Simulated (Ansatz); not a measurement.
# Convergence of a linear-scaling basis for Ta(100)/ZrC(100) interface (56 atoms), part 2 of 2

Wanted: errors and times of a linear-scaling basis for Ta(100)/ZrC(100) interface (56 atoms). A setting counts as converged where the r.m.s. difference of forces stays under 1 % of the r.m.s. force.

Ansatz 0.2.0; Kohn-Sham DFT, PBE, PAW (set soft_2), plane waves.

The cell: 24 Ta, 16 Zr and 16 C. The host structure and its lattice constant were typed by rule, without a check against the phase diagram. The levels lack spin–orbit coupling.

So far. Step 4 (Support functions low): Forces differ from the reference by 2.9 meV/Å r.m.s., 0.96 % of their size, within a tolerance of 1 %; the energy by -1.1 meV/atom. Step 5 (Support functions medium, radius 3.75 Å): Forces differ from the reference by 2.1 meV/Å r.m.s., 0.70 % of their size, within a tolerance of 1 %; the energy by -1.1 meV/atom.

## (6) Support functions medium, radius 4.06 Å

Level of this step: Kohn-Sham DFT, PBE, PAW (set soft_2), localised support functions (medium) (Ansatz).

The radius confines each support function; a larger one gives more freedom and more work per atom.

Contents of input.yaml:

```yaml
crystal:
  lattice:
    - [13.6186, 0.0, 0.0]
    - [-1.60219, 6.40876, 0.0]
    - [0.0, 0.0, 11.98281]
  atoms:
    [... the 56 atom lines of step 2 ...]
kpoints:
  mp_grid: { grid: [2, 3, 2] }
hamiltonian:
  xc: pbe
scf:
  occupations: { method: fermi_dirac, width: 0.1 }
  eigensolver: { kind: { support_functions: { accuracy: medium, radius: 4.06 } } }
  max_iter: 150
output:
  forces: true
```

The run is started by

```bash
$ ansatz run input.yaml --threads 4 --pin off --max-ram 8192MiB --backend cpu --events-out ev --progress --plain --runs-dir out
```

Numbers of over 12 decimals in the logs are rounded to 6 here.

The log of the run:

```text
[...]
Crystal: 56 atoms, lattice volume = 1045.840 Å³
Basis set: ecut = 420 eV, 20443 PW (Γ), exchange–correlation on 192×90×162 points (8 copies of the dense FFT grid, shifted against one another)
Bands: 341, of which v1, the nominal top of the filled ones, is band 284 counted from 1 (283 counted from 0)
Symmetry: 1 space group operations
k-points: 8 of 12 (time reversal used)
[...]
SCF iter   1: F=—  HF=-309330.520758 eV  |F-HF|=—  |Δ(HF+E_count)|=         —  Δρ=7.91e-2  dr2=2.02e2  ethr=1.00e-1
[...]
SCF iter   9: F=—  HF=-309320.853727 eV  |F-HF|=—  |Δ(HF+E_count)|=   4.25e-3  Δρ=1.82e-5  dr2=6.38e-6  ethr=6.37e-9  κ⁻¹=9.5e-8(r=7)
SCF iter  10: F=-309320.856879 eV  HF=-309320.856879 eV  |F-HF|=2.22e-7  |Δ(HF+E_count)|=   3.15e-3  Δρ=5.25e-6  dr2=4.47e-7  ethr=1.12e-9
SCF 1 converged in 10 iterations: F = -309320.890269 eV  dr2 = 4.47e-7
[...]
SCF converged after 10 iterations
[...]
Free energy (F): -309320.890269 eV
[...]
Internal energy: -309319.330255 eV  (E = F + TS)
E sigma→0 (E₀):  -309320.110262 eV
Entropy (-TS):   -1.560014 eV (-27.857 meV/atom)
Fermi energy:    13.317553 eV
[...]
Σ components = -309320.890269   (vs F -309320.890269, Δ=0.00e0)
--- Forces (eV/Å), atoms counted from 1 ---
  atom   1  Ta     0.29178940     0.42571111     0.54486034
  atom   2  Ta     0.11269868    -0.35921105     0.23398367
  atom   3  Ta    -0.26336001    -0.27392383    -0.44940502
  atom   4  Ta     0.29222517     0.33855283     0.35726770
[...]
atom  56  C     -0.10549530    -0.29005977    -0.12039337
  max |Σ_I F_I| component: 3.30e-3 eV/Å
--- Band table (eV; the first three rows and the last of 8) ---
[...]
```

Elapsed: 70 s, on 4 threads of Intel Xeon 6975P-C (Granite Rapids), shared host; peak memory 3.1 GiB.

Keys that differ from the reference: support_functions.accuracy = "medium", support_functions.radius = 4.06 and scf.max_iter = 150.

Forces differ from the reference by 1.5 meV/Å r.m.s., 0.52 % of their size, within a tolerance of 1 %; the energy by -1.1 meV/atom.

## (7) Cost against change

Each row is set against the plane-wave reference (Kohn-Sham DFT, PBE, PAW (set soft_2), plane waves; r.m.s. force component 0.297 eV/Å). Energies are set beside the reference only for runs with its functional, potentials and electron count. Times are for 4 threads of Intel Xeon 6975P-C (Granite Rapids), shared host. The reference's time includes the DOS, the stress and grids, which some other runs skip.

| run | Δ force, r.m.s. (meV/Å) | share of r.m.s. force (%) | Δ energy (meV/atom) | cycles | time | host memory (GiB) |
| --- | --- | --- | --- | --- | --- | --- |
| reference | - | - | - | 8 | 79 s | 6.4 |
| support functions medium | 1.81 | 0.610 | -1.12 | 10 | 64 s | 3.0 |
| support functions low | 2.85 | 0.960 | -1.12 | 9 | 59 s | 3.0 |
| support functions medium, radius 3.75 Å | 2.09 | 0.702 | -1.10 | 10 | 60 s | 2.8 |
| support functions medium, radius 4.06 Å | 1.54 | 0.517 | -1.13 | 10 | 70 s | 3.1 |

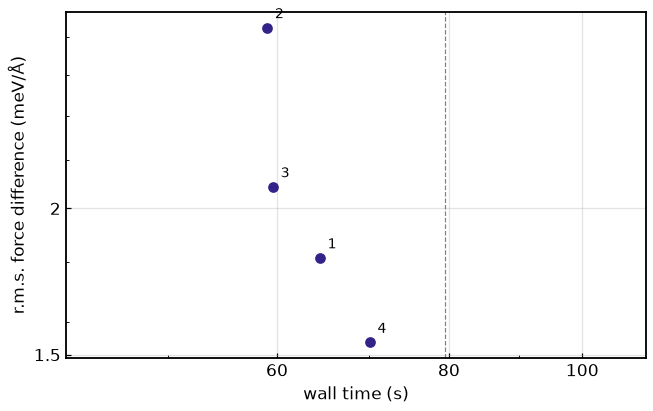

Force difference from the reference against wall time; the dashed line marks the reference's time. Points: 1 support functions medium; 2 support functions low; 3 support functions medium, radius 3.75 Å; 4 support functions medium, radius 4.06 Å.

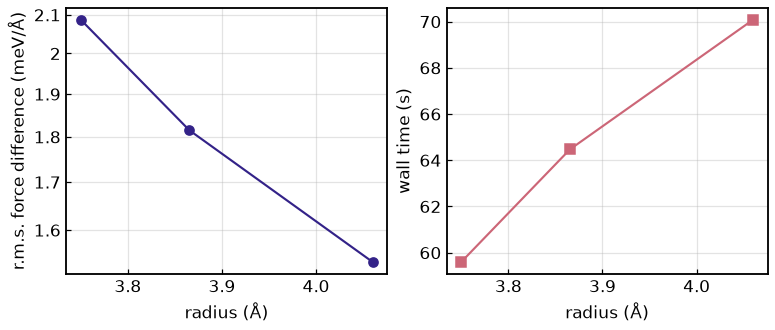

Force difference and time against the radius.

## (8) The reference in detail

With the settings judged, the reference run is read for its physics.

Length of the force by element:

| element | coordination | atoms | mean length of the force (eV/Å) | spread | least | most |
| --- | --- | --- | --- | --- | --- | --- |
| C | all | 16 | 0.320 | 0.125 | 0.0342 | 0.546 |
| Ta | all | 24 | 0.503 | 0.164 | 0.128 | 0.749 |
| Zr | all | 16 | 0.582 | 0.229 | 0.258 | 1.13 |

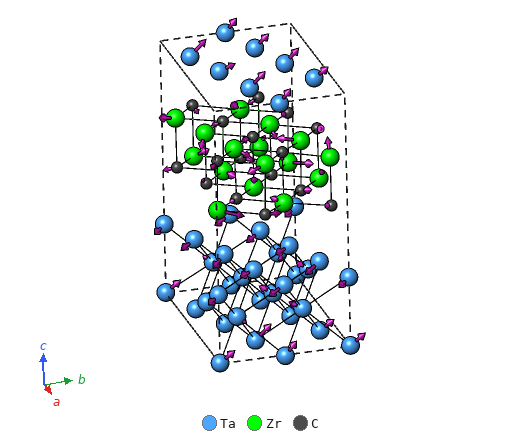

Forces as arrows; the longest in the cell is 1.13 eV/Å. Bonds to atoms that aren't drawn are left out. Some periodic images of atoms are drawn too.

Löwdin charges by element (they lack the spilled electrons, 0.058 e an atom on average):

| element | coordination | atoms | mean charge (e) | spread | least | most |
| --- | --- | --- | --- | --- | --- | --- |
| C | all | 16 | -0.767 | 0.0023 | -0.770 | -0.761 |
| Ta | all | 24 | 0.173 | 0.0829 | 0.053 | 0.248 |
| Zr | all | 16 | 0.711 | 0.0039 | 0.705 | 0.721 |

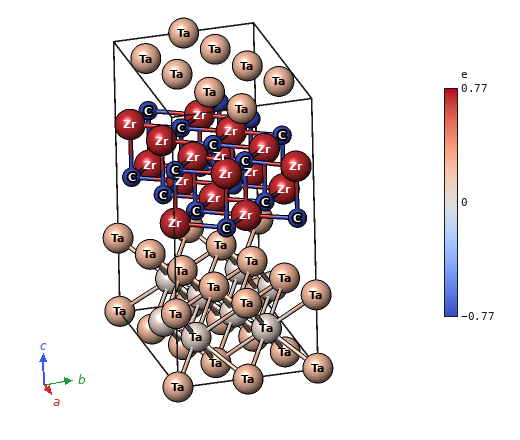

Atoms coloured by Löwdin charge. Bonds to atoms that aren't drawn are left out. Some periodic images of atoms are drawn too.

By region:

| region | atoms | mean length of the force (eV/Å) |
| --- | --- | --- |
| Ta | 24 | 0.503 |
| ZrC | 32 | 0.451 |

Density of states as counts of states in windows of 1 eV (from the Fermi level), total and the larger projections:

| from (eV) | to (eV) | total | ZrC | Ta d | Zr d | C p | Ta s | C s |
| --- | --- | --- | --- | --- | --- | --- | --- | --- |
| -14 | -11 | 0.0 | 0.0 | 0.0 | 0.0 | 0.0 | 0.0 | 0.0 |
| -11 | -10 | 2.3 | 2.3 | 0.0 | 0.1 | 0.0 | 0.0 | 1.1 |
| -10 | -9 | 18.6 | 18.4 | 0.1 | 4.1 | 0.2 | 0.1 | 11.2 |
| -9 | -8 | 11.2 | 11.0 | 0.1 | 1.9 | 0.1 | 0.0 | 8.1 |
| -8 | -7 | 0.2 | 0.0 | 0.0 | 0.0 | 0.0 | 0.2 | 0.0 |
| -7 | -6 | 2.6 | 0.1 | 0.1 | 0.0 | 0.0 | 2.4 | 0.0 |
| -6 | -5 | 3.4 | 0.1 | 0.4 | 0.1 | 0.0 | 2.8 | 0.0 |
| -5 | -4 | 13.3 | 5.2 | 2.7 | 1.9 | 2.4 | 5.3 | 0.1 |
| -4 | -3 | 37.8 | 16.4 | 15.1 | 5.9 | 8.3 | 5.9 | 0.3 |
| -3 | -2 | 58.7 | 36.3 | 19.6 | 14.1 | 20.3 | 2.0 | 0.4 |
| -2 | -1 | 61.1 | 26.3 | 32.1 | 10.6 | 14.6 | 1.2 | 0.4 |
| -1 | 0 | 37.6 | 12.5 | 22.3 | 5.9 | 5.6 | 1.4 | 0.3 |
| 0 | 1 | 47.4 | 12.0 | 30.9 | 8.1 | 2.6 | 2.0 | 0.3 |

Between -26 and -14 eV lie 5 more states.

The stored curve holds about 252 of the 568 electrons; the rest, give or take the few that broadening carries across the Fermi level, lie in deeper levels below its range.

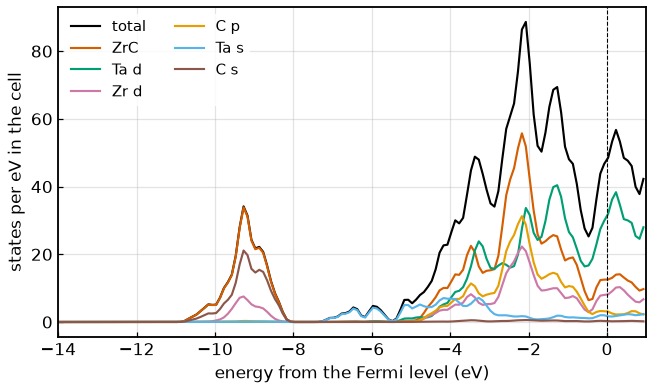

Total and projected density of states, with the broadening of the input.

The levels nearest the highest filled one (over half full), pooled over k-points and spins:

| level less the highest filled one (eV) | occupation |
| --- | --- |
| -0.0455 | 1.23 |
| -0.0222 | 1.11 |
| -0.0188 | 1.10 |
| -0.005 | 1.03 |
| -0.0016 | 1.01 |
| 0 | 1.00 |
| 0.0021 | 0.993 |
| 0.0047 | 0.98 |
| 0.0057 | 0.975 |
| 0.0067 | 0.97 |
| 0.0148 | 0.93 |
| 0.0164 | 0.922 |

Planar average of the electrostatic potential energy along the normal, with the Fermi level as zero, after a running mean with a triangular window 4 Å wide at its base:

| height (Å) | potential energy (eV) |
| --- | --- |
| 0.0 | -8.28 |
| 0.4 | -9.52 |
| 0.9 | -10.08 |
| 1.5 | -10.43 |
| 1.9 | -10.37 |
| 2.4 | -10.05 |
| 2.8 | -9.53 |
| 3.3 | -8.39 |
| 3.8 | -5.83 |
| 4.3 | -4.22 |
| 4.7 | -3.79 |
| 5.2 | -4.57 |
| 5.6 | -6.22 |
| 6.2 | -8.62 |
| 6.7 | -9.39 |
| 7.1 | -9.39 |
| 7.5 | -9.31 |
| 8.0 | -9.34 |
| 8.6 | -9.35 |
| 9.0 | -8.52 |
| 9.5 | -6.71 |
| 9.9 | -4.80 |
| 10.4 | -3.64 |
| 10.9 | -3.93 |
| 11.4 | -5.59 |
| 11.8 | -7.68 |

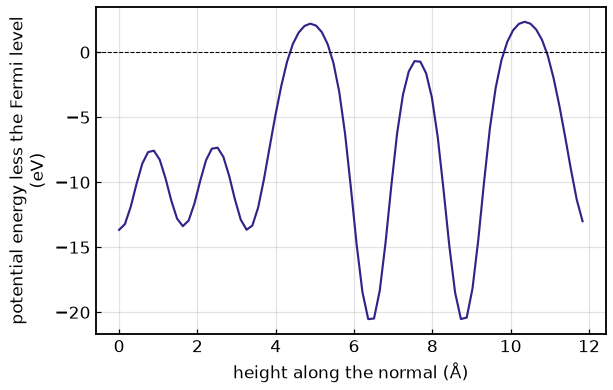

Planar average of the electrostatic potential energy; the dashed line is the Fermi level.

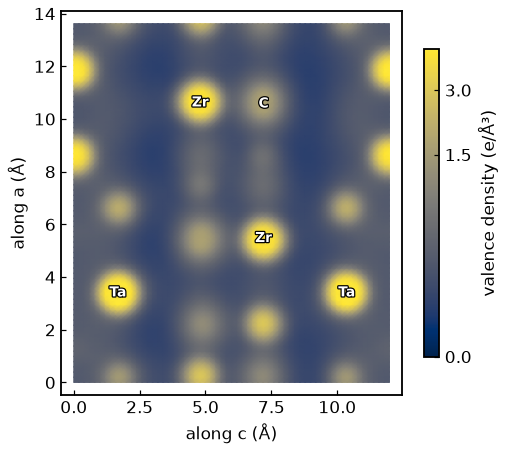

Valence density in the ca plane at fractional y = 0.632, with atoms of Ta and Zr and C within 0.2 Å of it. It is the smooth field of the valence electrons, not physical close to the nuclei. The map starts off the cell's origin, so that atoms lie inside it. The colour scale is stretched toward low values.

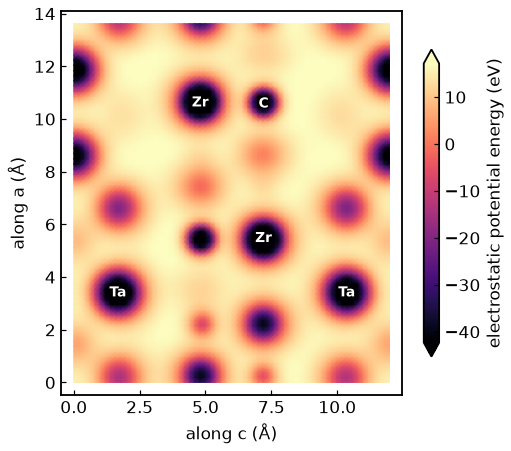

Electrostatic potential energy in the ca plane at fractional y = 0.632, with atoms of Ta and Zr and C within 0.2 Å of it. With pseudopotentials it is smooth inside the atoms' cores, unlike the true potential. The map starts off the cell's origin, so that atoms lie inside it.

Mean Löwdin charges: C -0.77, Ta +0.17, Zr +0.71 e (they miss 0.58 % of the electrons, so they add up to more than the cell's charge). Within 0.4 eV of the Fermi level the largest share is Ta d (68 % of the projected weight).

## (9) Structure statistics

These statistics describe the geometry on which the runs were made.

Density 9.52 g/cm³, 18.68 Å³ an atom.

g(r), total and by pair (bins of 0.2 Å):

| r (Å) | total | Ta-Ta | Ta-C | Ta-Zr | C-C | C-Zr | Zr-Zr |
| --- | --- | --- | --- | --- | --- | --- | --- |
| 2.20 | 0.26 | 0.00 | 0.00 | 0.00 | 0.00 | 1.57 | 0.00 |
| 2.40 | 3.62 | 0.00 | 0.00 | 0.00 | 0.00 | 22.16 | 0.00 |
| 2.60 | 0.00 | 0.00 | 0.00 | 0.00 | 0.00 | 0.00 | 0.00 |
| 2.80 | 2.01 | 10.95 | 0.00 | 0.00 | 0.00 | 0.00 | 0.00 |
| 3.00 | 0.06 | 0.34 | 0.00 | 0.00 | 0.00 | 0.00 | 0.00 |
| 3.20 | 1.71 | 3.37 | 0.00 | 0.00 | 6.35 | 0.00 | 7.00 |
| 3.40 | 3.38 | 4.05 | 1.20 | 1.38 | 12.60 | 0.00 | 11.95 |
| 3.60 | 0.28 | 0.00 | 0.58 | 0.57 | 0.00 | 0.00 | 0.00 |
| 3.80 | 0.41 | 0.00 | 0.93 | 0.77 | 0.00 | 0.00 | 0.00 |
| 4.00 | 0.98 | 0.00 | 0.00 | 0.00 | 0.00 | 6.00 | 0.00 |
| 4.20 | 0.05 | 0.00 | 0.00 | 0.00 | 0.00 | 0.29 | 0.00 |
| 4.40 | 0.04 | 0.00 | 0.00 | 0.16 | 0.00 | 0.00 | 0.00 |
| 4.60 | 1.98 | 4.65 | 0.93 | 0.87 | 4.18 | 0.00 | 4.19 |
| 4.80 | 0.55 | 0.65 | 0.89 | 0.47 | 0.58 | 0.00 | 0.58 |
| 5.00 | 0.64 | 0.00 | 1.16 | 1.44 | 0.00 | 0.00 | 0.00 |
| 5.20 | 2.50 | 0.00 | 1.29 | 1.33 | 0.00 | 11.41 | 0.00 |
| 5.40 | 0.92 | 4.97 | 0.00 | 0.00 | 0.00 | 0.00 | 0.00 |
| 5.60 | 0.78 | 1.41 | 0.79 | 0.82 | 0.70 | 0.00 | 0.91 |
| 5.80 | 1.70 | 1.19 | 1.19 | 1.19 | 5.65 | 0.00 | 5.45 |
| 6.00 | 0.40 | 0.00 | 0.78 | 0.84 | 0.00 | 0.00 | 0.00 |
| 6.20 | 0.39 | 0.00 | 0.79 | 0.79 | 0.00 | 0.00 | 0.00 |
| 6.40 | 0.59 | 0.00 | 1.28 | 1.14 | 0.00 | 0.00 | 0.00 |
| 6.60 | 1.35 | 1.59 | 1.29 | 1.43 | 2.38 | 0.00 | 2.38 |
| 6.80 | 0.72 | 0.00 | 1.60 | 1.34 | 0.00 | 0.00 | 0.00 |
| 7.00 | 0.92 | 0.00 | 0.40 | 0.53 | 0.00 | 4.23 | 0.00 |
| 7.20 | 1.18 | 1.79 | 1.75 | 1.73 | 0.00 | 0.00 | 0.00 |
| 7.40 | 2.24 | 3.39 | 1.41 | 1.39 | 5.72 | 0.00 | 5.72 |
| 7.60 | 0.64 | 0.00 | 1.25 | 1.33 | 0.00 | 0.08 | 0.00 |

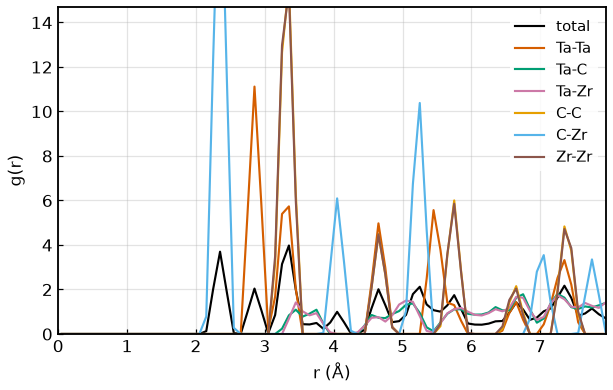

Pair distribution functions, lightly smoothed, with peaks cut at 14.

A closer look about Zr37, which bears the longest force: 15 atoms, nearest first, numbered in the order of the input, with positions taken from that point.

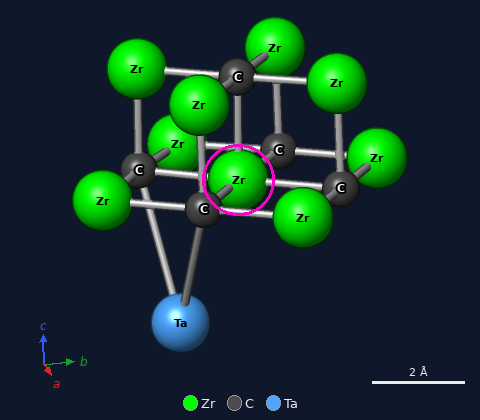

The atoms of the table, within 3.4 Å (arrows a, b, c point along x, y, z); some may hide others; the central atom is ringed.

| atom | x | y | z | distance (Å) | Löwdin charge (e) | Fx | Fy | Fz (eV/Å) |
| --- | --- | --- | --- | --- | --- | --- | --- | --- |
| Zr37 | 0.00 | 0.00 | 0.00 | 0.00 | 0.71 | 0.92 | 0.65 | 0.13 |
| C54 | -1.18 | -2.00 | 0.05 | 2.32 | -0.76 | 0.12 | 0.40 | -0.09 |
| C38 | -1.96 | 1.27 | 0.03 | 2.33 | -0.77 | -0.05 | -0.40 | -0.07 |
| C50 | 2.04 | -1.16 | 0.00 | 2.35 | -0.77 | -0.03 | 0.00 | 0.00 |
| C40 | 0.04 | 0.03 | 2.36 | 2.37 | -0.77 | -0.22 | -0.12 | -0.11 |
| C34 | 1.25 | 2.05 | 0.00 | 2.40 | -0.77 | -0.14 | -0.06 | 0.05 |
| Zr41 | -3.15 | -0.78 | 0.00 | 3.24 | 0.71 | -0.07 | 0.14 | 0.21 |
| Zr53 | 0.83 | -3.18 | 0.02 | 3.28 | 0.71 | 0.56 | 0.23 | -0.05 |
| Zr55 | -1.16 | -1.98 | 2.37 | 3.30 | 0.71 | -0.61 | -0.13 | 0.01 |
| Zr39 | -1.95 | 1.24 | 2.37 | 3.31 | 0.71 | -0.66 | -0.37 | -0.12 |
| Zr53 | -0.78 | 3.23 | 0.02 | 3.32 | 0.71 | 0.56 | 0.23 | -0.05 |
| Zr51 | 2.02 | -1.18 | 2.37 | 3.33 | 0.71 | 0.24 | 0.10 | -0.31 |
| Zr33 | 3.25 | 0.84 | -0.01 | 3.36 | 0.71 | -0.22 | 0.11 | 0.10 |
| Zr35 | 1.22 | 2.03 | 2.38 | 3.36 | 0.72 | 0.27 | -0.16 | -0.34 |
| Ta12 | 0.00 | -1.38 | -3.15 | 3.44 | 0.23 | -0.23 | -0.34 | -0.36 |

## (10) Summary of results

```json
{"free energy per atom": "-5523.5862 eV/atom", "density": "9.518 g/cm³", "pressure": "-9.867 GPa", "r.m.s. force component": "0.2974 eV/Å", "wall time of the 5 DFT runs": "5.5 min"}
```

**Reading.** Against plane waves at 420 eV, the forces differ by 1.8 meV/Å (0.61 %) with support functions medium, and by 1.5 meV/Å in the closest run (support functions medium, radius 4.06 Å). Differences between support functions and plane waves include what basis error the plane-wave run still has. As the radius goes from 3.75 to 4.06 Å, the force difference goes from 2.1 to 1.5 meV/Å, and the time from 60 s to 70 s.

147 levels are partly filled, by over 2 % (on the run's k-points): no clear gap opens at this level. Levels of broken or missing bonds inside a gap of the host would look the same.

**Limits.** The geometry was built by rule, was displaced at random and isn't relaxed at this level: its force components are 0.30 eV/Å r.m.s. The stress is far from hydrostatic: its diagonal is -8.5, -8.2, -12.9 GPa, compression counted positive. The pressure of -9.9 GPa shows the cell to be stretched for this functional.

[Logs are printed without paths, hosts, clocks, repeated set-up lines and the standing remarks that a program may print on its own settings, such as how far it seeks lower states.]

[Hosts, paths, dates, database ids (printed as entryN), source tags and the programs' standing remarks are cut or masked in the printed files.]
